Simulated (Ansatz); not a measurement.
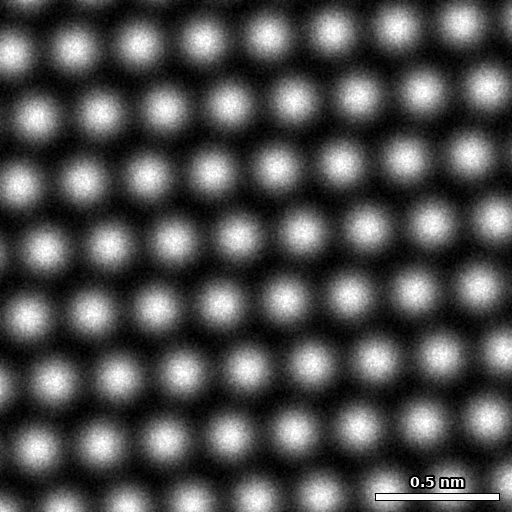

Integrated-DPC-like image of a crystal. Simulated as the projected potential of neutral atoms (B = 0.5 Å²) blurred by a 1.30 Å probe, the thin-sample limit of integrated differential phase contrast. Shot noise was added.

Question: Give the net of the columns and its spacings.

Answer: The pattern repeats on a rectangular net of 2.6 × 5.4 Å.

Question: What is the plane group of the image?

Answer: p2mg: mirror lines in one direction, glide lines across them, twofold points on the glide lines.

Question: How many columns does the smallest repeating cell hold, and how many levels of brightness?

Answer: 2 columns in the primitive cell of 14.4 Å², all of one brightness.

The crystal is Cd (P6_3/mmc, No. 194) seen along [100]. Structure used: the input geometry of a calculation.
